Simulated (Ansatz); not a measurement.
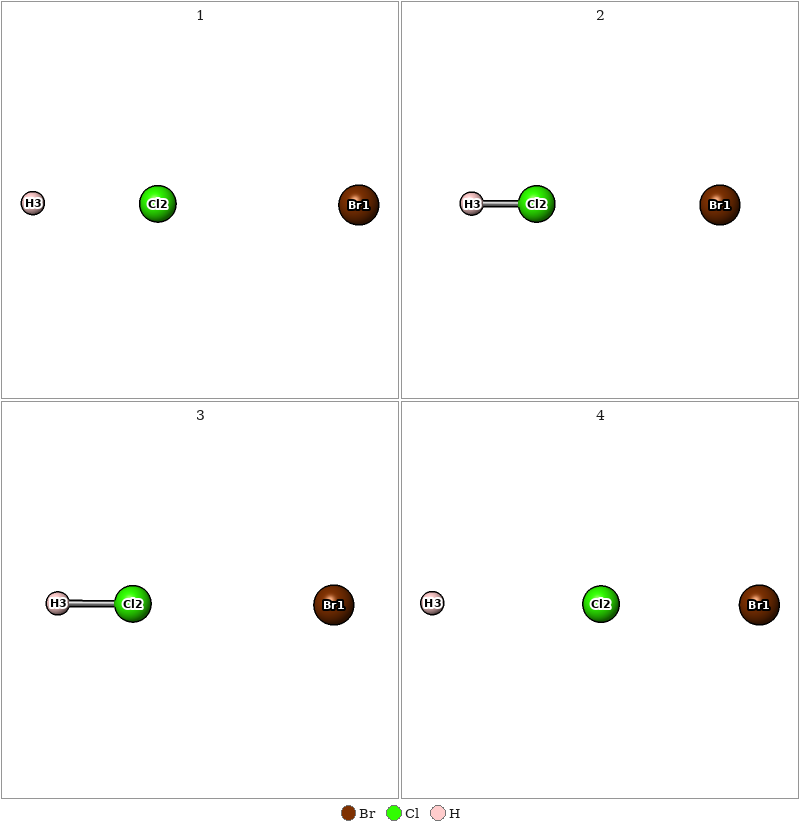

The system Br⁻ + ClH. First axis: distance Br1–Cl2. Second axis: distance Cl2–H3. Nothing is relaxed (the angle Br1–Cl2–H3 is fixed at 180 degrees). Grid: 17 × 17 points. Energies are in kcal/mol, from Br with charge -1 far from the relaxed ClH (each part in its own basis). The reference is spin-restricted, so regions where a bond is pulled apart into radicals lie too high. Method: RKS PBE0-D4/def2-SVPD in Ansatz 0.2.0.

The numbered pictures are structures from this grid.

Q: Rank them by energy, lowest first.

A: 3, at distance Br1–Cl2 = 3.457 Å, distance Cl2–H3 = 1.291 Å: −1.5 kcal/mol; 2, at distance Br1–Cl2 = 3.152 Å, distance Cl2–H3 = 1.118 Å: 15 kcal/mol; 1, at distance Br1–Cl2 = 3.457 Å, distance Cl2–H3 = 2.150 Å: 63 kcal/mol; 4, at distance Br1–Cl2 = 2.723 Å, distance Cl2–H3 = 2.903 Å: 84 kcal/mol.

The map, with the structures marked:

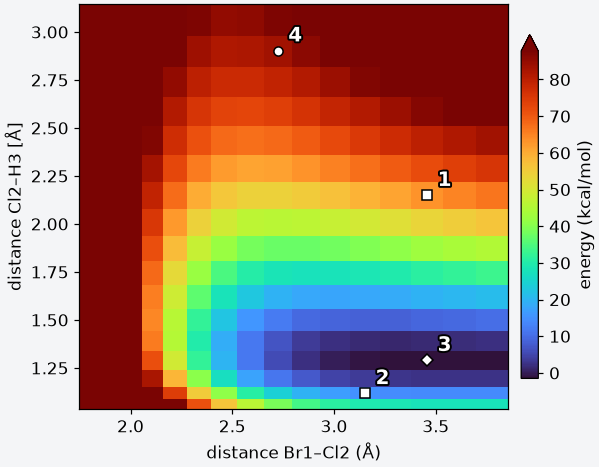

The picture shows one coloured cell a grid point, one colour for all values above the top of the scale.
